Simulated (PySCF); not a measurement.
C8H11 (doublet)

```yaml
atoms:
  - { symbol: C, position_ang: [0.6628, -0.1011, -1.5986] }
  - { symbol: C, position_ang: [1.9089, -0.4594, -1.4470] }
  - { symbol: C, position_ang: [2.3659, -0.1224, -0.0363] }
  - { symbol: C, position_ang: [1.2037, 0.7226, 0.5317] }
  - { symbol: C, position_ang: [-0.0127, 0.4932, -0.4167] }
  - { symbol: C, position_ang: [-1.0312, -0.4559, 0.1760] }
  - { symbol: C, position_ang: [-2.0962, 0.0714, 1.0910] }
  - { symbol: C, position_ang: [-2.4578, -0.4114, -0.2806] }
  - { symbol: H, position_ang: [2.5629, -0.9281, -2.1579] }
  - { symbol: H, position_ang: [3.3078, 0.4272, -0.0451] }
  - { symbol: H, position_ang: [2.5140, -1.0442, 0.5315] }
  - { symbol: H, position_ang: [1.4748, 1.7777, 0.5206] }
  - { symbol: H, position_ang: [0.9536, 0.4432, 1.5538] }
  - { symbol: H, position_ang: [-0.5057, 1.4378, -0.6606] }
  - { symbol: H, position_ang: [-0.6190, -1.4312, 0.4075] }
  - { symbol: H, position_ang: [-2.3894, -0.5268, 1.9405] }
  - { symbol: H, position_ang: [-2.1240, 1.1344, 1.2797] }
  - { symbol: H, position_ang: [-2.7302, 0.3234, -1.0233] }
  - { symbol: H, position_ang: [-2.9982, -1.3412, -0.3738] }
```

Geometry: GFN2-xTB.

Theory: UKS B3LYP, pcH-1 on C H, non-relativistic, mean-field spin-orbit, GIAO in PySCF.

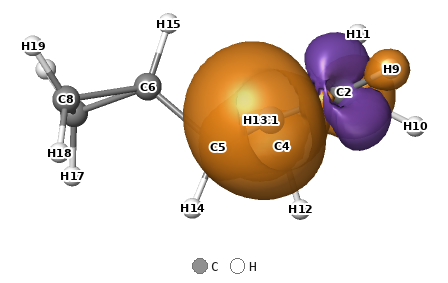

Figure 1. Isosurfaces of the spin density (α minus β) at +0.015 (orange) and −0.015 e/Å³ (purple), seen from one side.

Where is the unpaired spin?

The unpaired spin (1 electron) lies mostly on C1 (about 0.8), in electrons by Hirshfeld's partition.

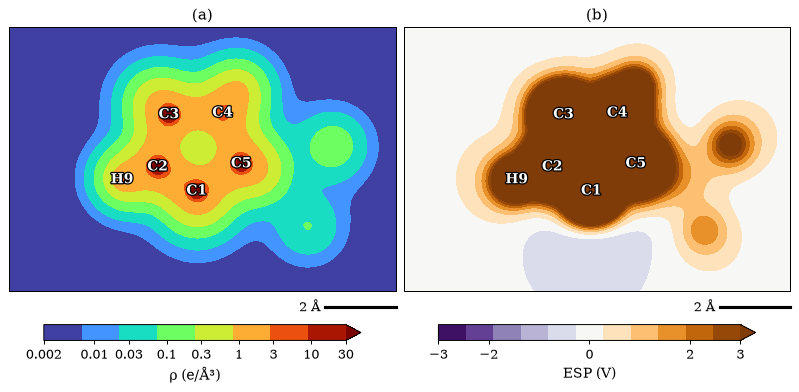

Figure 2. (a) total electron density; (b) molecular electrostatic potential on the plane of atoms C3, C2 and H9.

What does the map show?

- The section cuts through C and H sites.
- C–C (1.31 Å): ρ at the midpoint is about 2.4 e/Å³.
- C–H (1.07 Å): the density is about 2 e/Å³ at the midpoint.
- C–C (1.49 Å): the density is about 1.7 e/Å³ at the midpoint.
- Outside the dense part of the molecule the potential is most negative (−0.7 V) near C1.

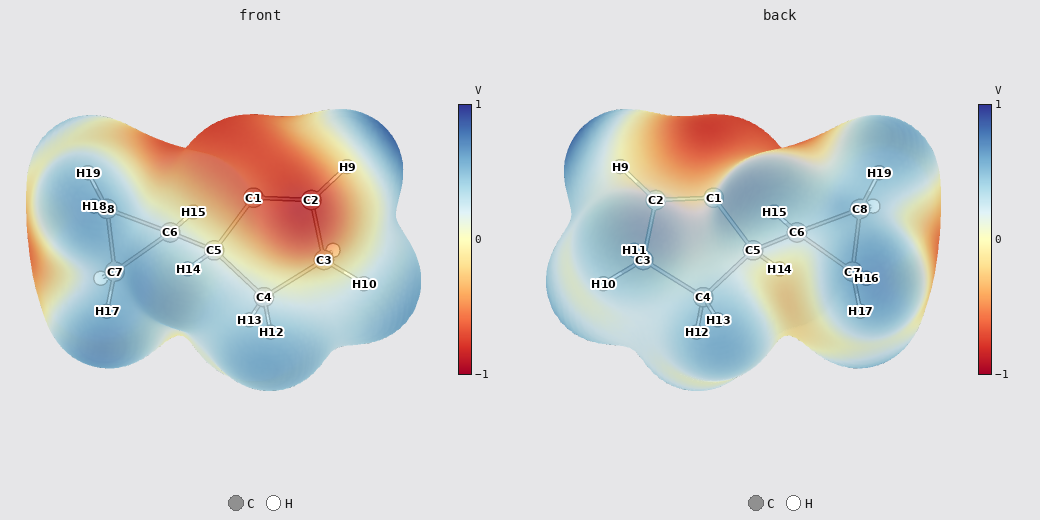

Figure 3. The molecular electrostatic potential painted on the density surface at 0.002 e/bohr³, seen from the front and from behind; red is negative and blue positive.

Which sites attract a positive test charge, and which a negative one?

A positive charge is drawn to the negative regions and a negative charge to the positive ones. The most negative region (about −0.8 V, or −18 kcal/mol for a unit charge) lies over C1 and C2, the most positive (about +0.8 V, or +18 kcal/mol for a unit charge) over H9.

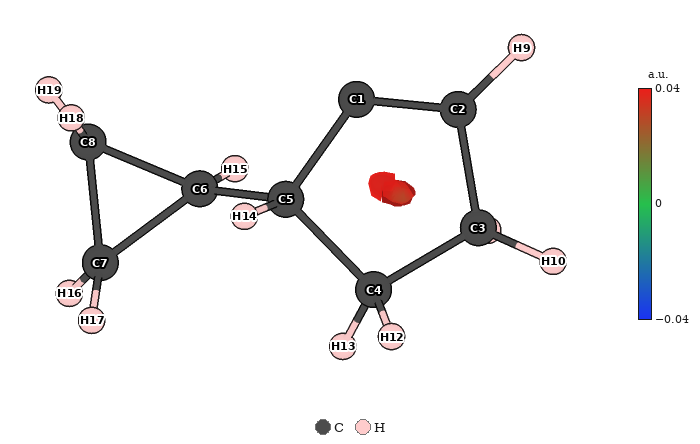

Figure 4. Non-covalent interaction (NCI) plot: the surface where the reduced density gradient is 0.5, for densities under 0.05 a.u., coloured by sign(λ₂)ρ; seen across its widest extent.

Identify the weak interactions.

Inside the ring or cage of C1, C2, C3, C4 and C5: steric crowding (red).
